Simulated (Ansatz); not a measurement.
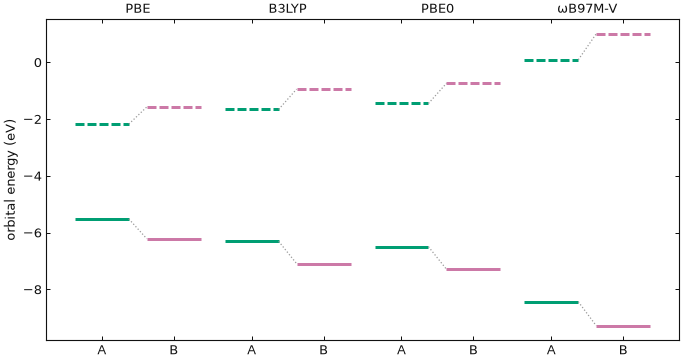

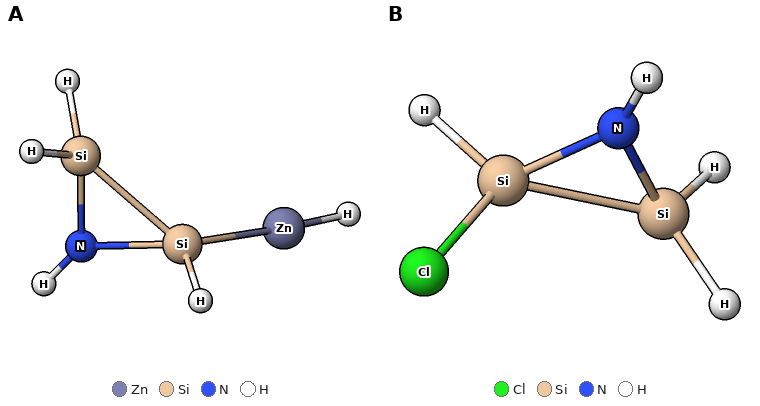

One change: A, ZnSi₂NH₅ (SMILES [ZnH][Si@@H]1N[SiH2]1), becomes B, Si₂NH₄Cl (SMILES Cl[Si@H]1N[SiH2]1). ZnH on Si is replaced by Cl. HOMO (solid) and LUMO (dashed) computed in def2-TZVPP at PBE0-D4/def2-TZVP geometries, both minima by their frequencies, gas phase, the Ansatz code. Empty levels above zero depend strongly on the basis.

> What does the change do to HOMO and LUMO?

PBE: the HOMO falls by 0.70 eV, the LUMO rises by 0.60 eV, and the separation goes from 3.34 to 4.64 eV. B3LYP: the HOMO falls by 0.78 eV, the LUMO rises by 0.72 eV, and the separation goes from 4.65 to 6.15 eV. PBE0: the HOMO falls by 0.79 eV, the LUMO rises by 0.71 eV, and the separation goes from 5.05 to 6.55 eV. ωB97M-V: the HOMO falls by 0.85 eV, the LUMO rises by 0.92 eV, and the separation goes from 8.52 to 10.29 eV.

> Do the functionals agree on the effect?

They agree on the direction for both levels; the HOMO shift lies between −0.85 and −0.70 eV and the LUMO shift between 0.60 and 0.92 eV, while the separations themselves differ by up to 5.6 eV between functionals.
